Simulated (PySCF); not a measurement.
# C₄H₆ (SMILES CC#CC): what the fields show

Input

```
{"job": {"kind": "sp", "xc": "wB97X", "basis": "ma-def2-TZVP", "d3": "d3bj", "grid": 2}, "charge": 0, "multiplicity": 1}
C      2.046619    -0.101710     0.025287
C      0.603147    -0.029191     0.189900
C     -0.599675     0.031319     0.327016
C     -2.043193     0.103752     0.491626
H      2.502600     0.900796     0.048576
H      2.316351    -0.568238    -0.935485
H      2.510905    -0.697659     0.827015
H     -2.566700    -0.323246    -0.378482
H     -2.380607     1.146227     0.605141
H     -2.372003    -0.451956     1.384131
```

Run with:

```sh
OMP_NUM_THREADS=1 python redox_run.py task.json out
```

Geometry: PBE0-D3(BJ)/def2-SVP.

Method: DFT single point, gas phase, functional wB97X (PySCF 2.14.0, density-fitted response routines).

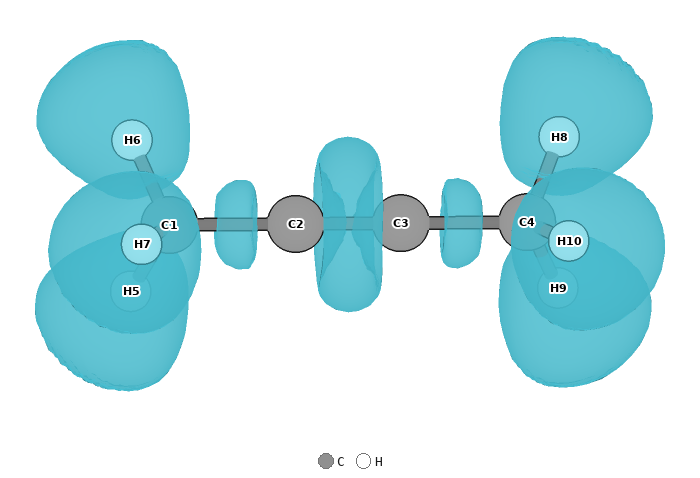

Figure 1. Isosurface of the ELF at 0.8 (cyan), seen across its widest extent. Only the valence region is drawn (cores and ρ < 0.01 e/Å³ removed).

> What do the ELF domains correspond to?

The surface consists of three regions between bonded C–C atoms (shared pairs) and six regions around hydrogen nuclei. Along the contacts the grid gives the following. C–C (1.21 Å): the ELF peaks at about 0.85 between the atoms (a short, multiple covalent bond). C–H (1.10 Å): the ELF climbs to about 1 towards the hydrogen, as it does in any bond to H: an ordinary covalent bond to hydrogen.

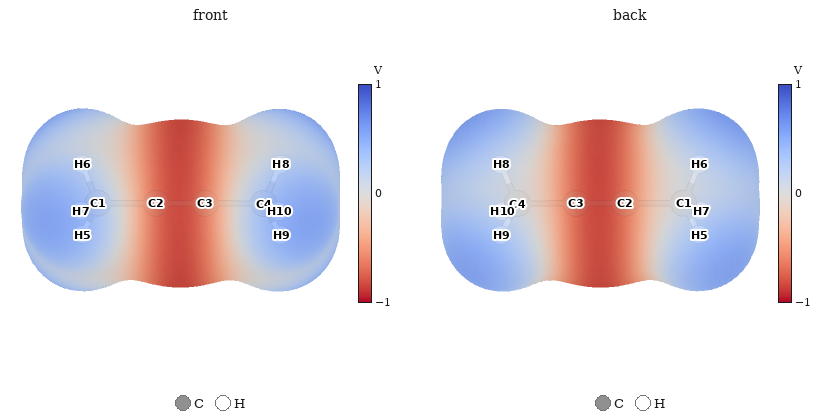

Figure 2. The electrostatic potential painted on the density surface at 0.001 e/bohr³, seen from the front and from behind; the colour scale runs from red (negative) to blue (positive).

> Describe the electrostatic potential map.

The most negative region (about −0.8 V) lies over C2 and C3, the most positive (about +0.6 V) over the H atoms.

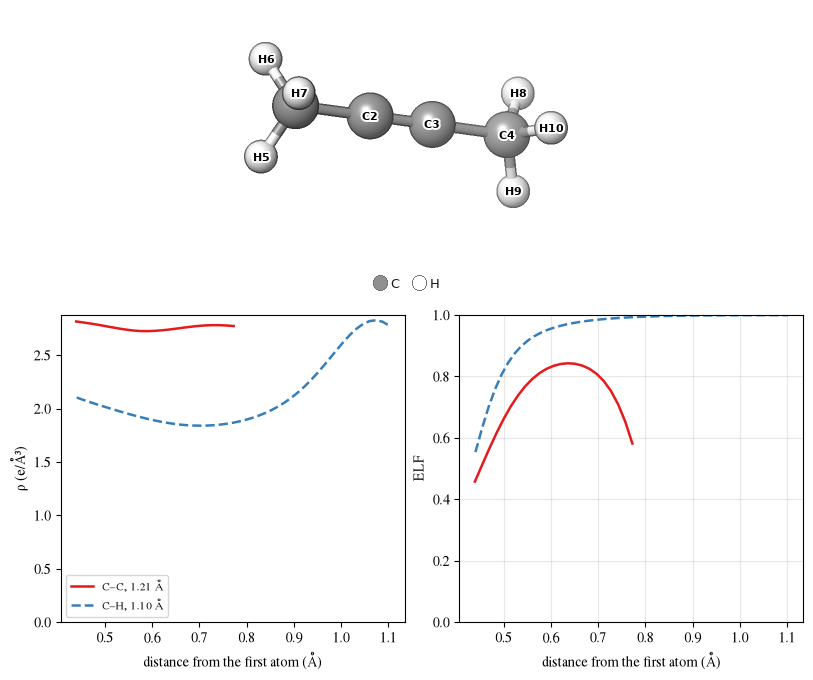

Figure 3. Electron density and ELF along straight lines between neighbouring atoms. The curves leave out the atomic cores. The structure is drawn too.

> Compare the contacts.

C–C (1.21 Å): the density is about 2.7 e/Å³ at the midpoint; the ELF peaks at about 0.85 between the atoms (a multiple bond).
C–H (1.10 Å): ρ at the midpoint is about 1.9 e/Å³; the ELF climbs to about 1 towards the hydrogen; an ordinary covalent bond to hydrogen.
